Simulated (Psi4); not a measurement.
# CH3F2In (SMILES [CH3][In]([F])[F]): a chain of runs

Aim: a series of 10 runs (PBE-D4/def2-SVP, PBE0-D4/def2-TZVP, PBE-D4/def2-TZVPP, r2SCAN-D4/def2-TZVPP, B3LYP-D4/def2-TZVPP, PBE0-D4/def2-TZVPP, wB97M-V/def2-TZVPP, CCSD(T)/def2-TZVPP, and more) of CH3F2In. 

Program for the calculation: Psi4 1.11.

## 1. Starting point

CH3F2In has 7 atoms, charge 0, and is taken as a singlet. SMILES: `[CH3][In]([F])[F]`. The shape comes from GFN2-xTB, rattled, which is rough for such elements, and wasn't checked as a minimum. The run starts from this shape.

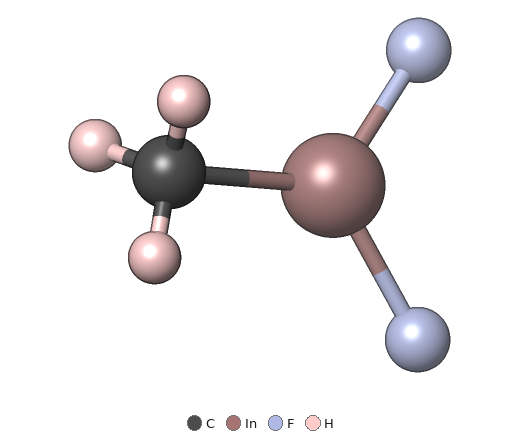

The structure, seen from a chosen angle (carbon dark grey, indium brown, fluorine light blue, hydrogen pink).

## 2. A geometry optimisation at PBE-D4/def2-SVP (density fitting, core potential) (run 1)

File job.dat:

```
memory 4400 mb

molecule system {
  0 1
  C     -0.465085     1.006582    -0.298569
  In     0.442151    -0.927941     0.335681
  F      2.044872    -1.143995     1.483179
  F     -0.311076    -2.725472    -0.156016
  H     -1.376003     0.767354    -0.772450
  H     -0.498222     1.600767     0.557164
  H      0.298739     1.454014    -1.035015
  symmetry c1
}

set basis def2-SVP
set reference rks
set scf_type df
set geom_maxiter 60
set max_force_g_convergence 0.0005

e, wfn = optimize('pbe-d4', return_wfn=True)
```

Started as:

```sh
psi4 -n 2 job.dat job.out
```

job.out:

```text
[...]
    !!!  WARNING: ECP capability is in beta. Please check occupations closely.  !!!
[...]
  Running in c1 symmetry.
[...]
  Nuclear repulsion =  187.315546374569834
[...]
  Multiplicity = 1
[...]
  Nalpha       = 24
  Nbeta        = 24
[...]
    Number of basis functions: 83
[...]
   @DF-RKS iter   1:  -428.88108665240333   -1.07909e+00   1.19586e-02 ADIIS/DIIS
[...]
    !!!  WARNING: ECP capability is in beta. Please check occupations closely.  !!!
[...]
   @DF-RKS iter   8:  -429.34743218826668   -1.25056e-11   2.65672e-09 DIIS
[...]
  @DF-RKS Final Energy:  -429.34743218826668
   => Energetics <=
    Nuclear Repulsion Energy =            189.9444761061549229
    One-Electron Energy =               -1046.0882400970294839
    Two-Electron Energy =                 470.7555319145988051
    DFT Exchange-Correlation Energy =     -43.9554822101393796
    Empirical Dispersion Energy =          -0.0037179018515669
    VV10 Nonlocal Energy =                  0.0000000000000000
    Total Energy =                       -429.3474321882666800
[...]
  -Total Gradient:
     Atom            X                  Y                   Z
    ------   -----------------  -----------------  -----------------
       1        0.000005019005    -0.000055643571     0.000058265147
       2       -0.000013051739    -0.000046055208     0.000031493300
       3       -0.000022583577     0.000023447696    -0.000009438994
       4       -0.000000149568     0.000051906938     0.000008732407
       5       -0.000021875609    -0.000044464799    -0.000072164815
       6        0.000021329607     0.000010238898    -0.000033687187
       7       -0.000076995284     0.000075430532    -0.000042067903
[...]
```

The script printed:

```text
Optimizer: Optimization complete!
```

Wall time 41 s (2 threads of Intel Xeon Platinum 8259CL at 2.50GHz (Skylake/Cascade Lake), shared host); peak memory 0.6 GiB.

Steps, from the record of the run:

```tsv
step	energy from the first frame kept (eV)	largest force (eV/Å)
0	0.0000	3.9317
1	-0.1911	0.6145
2	-0.2034	0.1857
3	-0.2047	0.1227
4	-0.2005	0.2270
5	-0.2065	0.0313
6	-0.2067	0.0226
7	-0.2068	0.0059
```

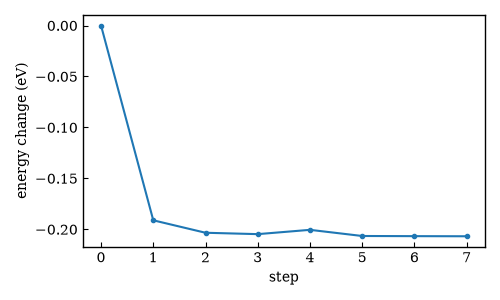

Energy along the run.

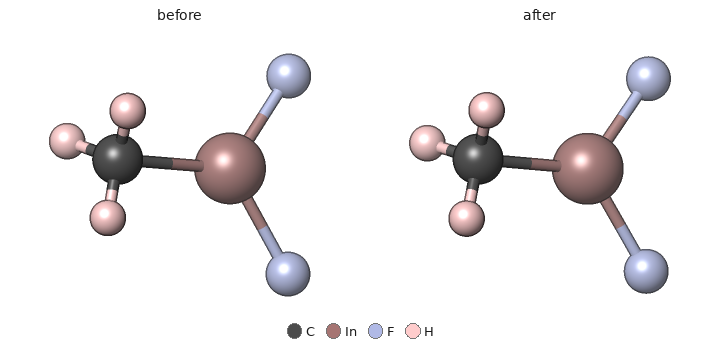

Before and after, at one scale.

After the run. Bond lengths: C1–In2 2.149 Å, In2–F3 1.977 Å, In2–F4 1.977 Å, C1–H5 1.105 Å, C1–H6 1.105 Å, C1–H7 1.106 Å. Angles: C1–In2–F3 127.1°, C1–In2–F4 125.6°, F3–In2–F4 107.4°, In2–C1–H5 108.5°, In2–C1–H6 108.5°, In2–C1–H7 108.1°, H5–C1–H6 111.1°, H5–C1–H7 110.6°, H6–C1–H7 110.0°.

## 3. A structure relaxation at PBE0-D4/def2-TZVP (density fitting, core potential) (run 2)

File calc.dat:

```
memory 4.4 GB

molecule {
  C     -0.405709     0.955936    -0.301007
  In     0.431990    -0.918206     0.333954
  F      2.023419    -1.186800     1.475693
  F     -0.263909    -2.707550    -0.138384
  H     -1.389169     0.761356    -0.765052
  H     -0.506269     1.611927     0.582861
  H      0.286721     1.411086    -1.033410
  symmetry c1
}

set {
  basis def2-TZVP
  reference rks
  scf_type df
  geom_maxiter 50
  max_force_g_convergence 0.0002
}

E, wfn = optimize("pbe0-d4", return_wfn=True)
```

Started as:

```sh
psi4 -n 2 calc.dat calc.out
```

calc.out:

```text
[...]
    !!!  WARNING: ECP capability is in beta. Please check occupations closely.  !!!
[...]
  Running in c1 symmetry.
[...]
  Nuclear repulsion =  189.944491964202541
[...]
  Multiplicity = 1
[...]
  Nalpha       = 24
  Nbeta        = 24
[...]
    Number of basis functions: 161
[...]
   @DF-RKS iter   1:  -429.22734366621665   -1.26048e+00   6.43069e-03 DIIS/ADIIS
[...]
    !!!  WARNING: ECP capability is in beta. Please check occupations closely.  !!!
[...]
   @DF-RKS iter   7:  -429.66286869389251   -1.04023e-11   6.00744e-09 DIIS
[...]
  @DF-RKS Final Energy:  -429.66286869389251
   => Energetics <=
    Nuclear Repulsion Energy =            193.1492644339429319
    One-Electron Energy =               -1052.9820024752220888
    Two-Electron Energy =                 463.6781298904999176
    DFT Exchange-Correlation Energy =     -33.5050941304906189
    Empirical Dispersion Energy =          -0.0031664126225937
    VV10 Nonlocal Energy =                  0.0000000000000000
    Total Energy =                       -429.6628686938925057
[...]
  -Total Gradient:
     Atom            X                  Y                   Z
    ------   -----------------  -----------------  -----------------
       1        0.000042612911    -0.000334295350     0.000102390001
       2        0.000162849045    -0.000005200911    -0.000024048221
       3       -0.000025533829    -0.000134354326     0.000029450920
       4       -0.000072221328    -0.000057113167    -0.000004998832
       5       -0.000022748642     0.000000293090    -0.000006045546
       6       -0.000010148317     0.000018203727     0.000000668153
       7        0.000021126366    -0.000010053922    -0.000007523343
[...]
```

The script printed:

```text
Optimizer: Optimization complete!
```

Wall time 59 s (2 threads of Intel Xeon Platinum 8259CL at 2.50GHz (Skylake/Cascade Lake), shared host); peak memory 0.97 GiB.

Step by step:

```tsv
step	energy from the first frame kept (eV)	largest force (eV/Å)
0	0.0000	0.7129
1	-0.0412	0.2391
2	-0.0450	0.0617
3	-0.0451	0.0242
4	-0.0452	0.0203
5	-0.0453	0.0181
```

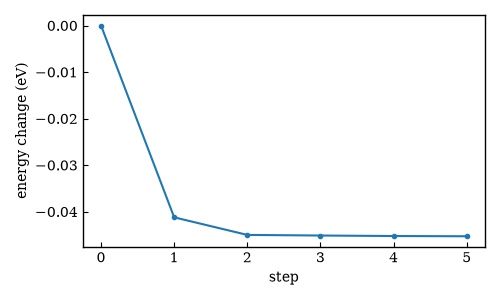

Energy along the run.

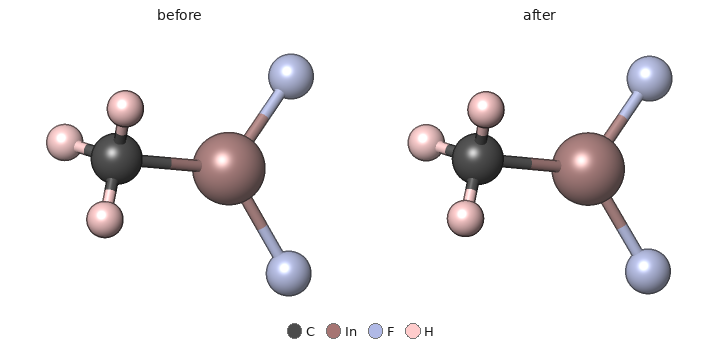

Before and after, at one scale.

After the run. Bond lengths: C1–In2 2.116 Å, In2–F3 1.942 Å, In2–F4 1.943 Å, C1–H5 1.088 Å, C1–H6 1.089 Å, C1–H7 1.089 Å. Angles: C1–In2–F3 127.0°, C1–In2–F4 126.3°, F3–In2–F4 106.7°, In2–C1–H5 109.2°, In2–C1–H6 109.0°, In2–C1–H7 108.7°, H5–C1–H6 110.5°, H5–C1–H7 110.1°, H6–C1–H7 109.4°.

Runs 3 to 6 aren't shown in full; the table further down has their settings and results.

## 4. The charge distribution at PBE0-D4/def2-TZVPP (density fitting, core potential) (run 7)

File calc.inp:

```
memory 4.4 GB

molecule m {
  0 1
  C     -0.391100     0.929071    -0.288288
  In     0.431475    -0.918686     0.331799
  F      1.991882    -1.185701     1.457245
  F     -0.240595    -2.685445    -0.116960
  H     -1.361721     0.752537    -0.747075
  H     -0.491969     1.580578     0.578304
  H      0.284745     1.388505    -1.008724
  symmetry c1
}

set globals {
  basis                def2-TZVPP
  scf_type             df
  dft_radial_points    99
  dft_spherical_points 590
}

energy_value, wavefunction = energy("pbe0-d4", return_wfn=True)
oeprop(wavefunction, "DIPOLE", "MULLIKEN_CHARGES", "LOWDIN_CHARGES", "WIBERG_LOWDIN_INDICES", title="PBE0-D4")
```

Started as:

```sh
psi4 calc.inp calc.out -n 2
```

calc.out:

```text
[...]
    !!!  WARNING: ECP capability is in beta. Please check occupations closely.  !!!
[...]
  Running in c1 symmetry.
[...]
  Nuclear repulsion =  193.149261506001324
[...]
  Multiplicity = 1
[...]
  Nalpha       = 24
  Nbeta        = 24
[...]
    Number of basis functions: 185
[...]
   @DF-RKS iter   1:  -429.22749049420048   -1.18060e+00   5.61927e-03 DIIS/ADIIS
[...]
   @DF-RKS iter   9:  -429.66397641558228   -3.24313e-08   3.75790e-07 DIIS
[...]
  @DF-RKS Final Energy:  -429.66397641558228
   => Energetics <=
    Nuclear Repulsion Energy =            193.1492615060013236
    One-Electron Energy =               -1052.9859848302744467
    Two-Electron Energy =                 463.6811068987360045
    DFT Exchange-Correlation Energy =     -33.5051935774566019
    Empirical Dispersion Energy =          -0.0031664125884992
    VV10 Nonlocal Energy =                  0.0000000000000000
    Total Energy =                       -429.6639764155822832
[...]
 Multipole Moments:
 ------------------------------------------------------------------------------------
     Multipole            Electronic (a.u.)      Nuclear  (a.u.)        Total (a.u.)
 ------------------------------------------------------------------------------------
 L = 1.  Multiply by 2.5417464519 to convert [e a0] to [Debye]
 Dipole X            :          1.1683814           -1.8548601           -0.6864787
 Dipole Y            :         -2.3800506            3.9697127            1.5896621
 Dipole Z            :          0.8430933           -1.3702126           -0.5271193
 Magnitude           :                                                    1.8100092
[...]
```

It took 15 s on 2 threads of Intel Xeon Platinum 8259CL at 2.50GHz (Skylake/Cascade Lake), shared host; peak memory 1.8 GiB.

Atomic charges (e):

```tsv
atom	Löwdin	Mulliken
C1	-0.156	-0.497
In2	+0.634	+1.053
F3	-0.260	-0.484
F4	-0.261	-0.485
H5	+0.014	+0.143
H6	+0.014	+0.137
H7	+0.014	+0.133
```

Runs 8 to 9 aren't shown in full; the table further down has their settings and results.

## 5. A single-point energy at MP2/def2-QZVPP (density fitting, core potential, density fitting for correlation) (run 10)

File ch3f2in.in:

```
memory 4400 mb

molecule {
  0 1
  C
  In 1 r2
  F 2 r3 1 a3
  F 2 r4 3 a4 1 d4
  H 1 r5 2 a5 3 d5
  H 1 r6 5 a6 2 d6
  H 1 r7 5 a7 6 d7

  r2 = 2.115501
  r3 = 1.942369
  a3 = 127.03314
  r4 = 1.942807
  a4 = 106.66209
  d4 = -179.8394
  r5 = 1.088005
  a5 = 109.19368
  d5 = -169.25605
  r6 = 1.088861
  a6 = 110.48983
  d6 = -119.85781
  r7 = 1.089438
  a7 = 110.06006
  d7 = -120.87265
  symmetry c1
}

set globals {
  scf_type df
  num_frozen_docc 7
}

energy("mp2/def2-QZVPP")
print_variables()
```

Started as:

```sh
psi4 -i ch3f2in.in -o ch3f2in.out -n 2
```

ch3f2in.out:

```text
[...]
    !!!  WARNING: ECP capability is in beta. Please check occupations closely.  !!!
[...]
  Running in c1 symmetry.
[...]
  Nuclear repulsion =  193.149247347952610
[...]
  Multiplicity = 1
[...]
  Nalpha       = 24
  Nbeta        = 24
[...]
    Number of basis functions: 343
[...]
   @DF-RHF iter   1:  -427.62169388993260   -2.05824e+00   2.37075e-03 DIIS/ADIIS
[...]
   @DF-RHF iter  11:  -427.88195792871579   -8.28209e-11   8.41199e-09 DIIS
[...]
  @DF-RHF Final Energy:  -427.88195792871579
   => Energetics <=
    Nuclear Repulsion Energy =            193.1492473479526097
    One-Electron Energy =               -1053.1228667277948716
    Two-Electron Energy =                 432.0916614511264697
    Total Energy =                       -427.8819579287157921
[...]
 Multipole Moments:
 ------------------------------------------------------------------------------------
     Multipole            Electronic (a.u.)      Nuclear  (a.u.)        Total (a.u.)
 ------------------------------------------------------------------------------------
 L = 1.  Multiply by 2.5417464519 to convert [e a0] to [Debye]
 Dipole X            :         -0.0279690            0.0202647           -0.0077043
 Dipole Y            :         -0.1004840            0.0816731           -0.0188109
 Dipole Z            :          2.7109880           -4.5901572           -1.8791693
 Magnitude           :                                                    1.8792792
[...]
```

Wall time 12 s (2 threads of Intel Xeon Platinum 8259CL at 2.50GHz (Skylake/Cascade Lake), shared host); peak memory 1.1 GiB.

## 6. All runs side by side

```tsv
run	level	geom maxiter	max force g convergence	energy (Eh)	dipole moment (D)	HOMO energy (eV)	LUMO energy (eV)	wall time
1	PBE-D4/def2-SVP (density fitting, core potential)	60	0.0005	-429.347432	4.32	-7.42	-2.56	41 s
2	PBE0-D4/def2-TZVP (density fitting, core potential)	50	0.0002	-429.662869	4.60	-9.22	-1.68	59 s
3	PBE0-D4/def2-TZVP (density fitting, core potential)	–	–	-429.662869	4.60	–	–	6.4 min
4	PBE-D4/def2-TZVPP (density fitting, core potential)	–	–	-429.664621	4.43	-7.73	-2.58	18 s
5	r2SCAN-D4/def2-TZVPP (density fitting, core potential)	–	–	-429.869913	4.55	-8.06	-2.30	46 s
6	B3LYP-D4/def2-TZVPP (density fitting, core potential)	–	–	-429.981180	4.63	-9.00	-2.04	15 s
7	PBE0-D4/def2-TZVPP (density fitting, core potential)	–	–	-429.663976	4.60	-9.22	-1.68	15 s
8	wB97M-V/def2-TZVPP (density fitting, core potential)	–	–	-429.778328	4.53	-11.53	0.10	50 s
9	CCSD(T)/def2-TZVPP (density fitting, core potential, density fitting for correlation)	–	–	-428.870821	–	-12.27	1.05	5.3 min
10	MP2/def2-QZVPP (density fitting, core potential, density fitting for correlation)	–	–	-429.099827	–	-12.27	0.90	12 s
```

## 7. Results

```
                                                           quantity          value
                               run 10, MP2/def2-QZVPP: total energy  -429.09983 Eh
        run 10, MP2/def2-QZVPP: HOMO energy (Hartree–Fock orbitals)      -12.27 eV
        run 10, MP2/def2-QZVPP: LUMO energy (Hartree–Fock orbitals)        0.90 eV
      run 10, MP2/def2-QZVPP: HOMO–LUMO gap (Hartree–Fock orbitals)       13.17 eV
run 10, MP2/def2-QZVPP: correlation energy (7 core orbitals frozen)    -1217.9 mEh
```

In words: Over runs 3, 4, 5, 6, 7, 8 the dipole moment (its size) runs from 4.43 D (PBE-D4/def2-TZVPP) to 4.63 D (B3LYP-D4/def2-TZVPP). Over runs 4, 5, 6, 7, 8 the HOMO–LUMO gap runs from 5.15 eV (PBE-D4/def2-TZVPP) to 11.63 eV (wB97M-V/def2-TZVPP). Totals of different functionals can't be ranked against each other. All runs together took 16 min, the longest 6.4 min.
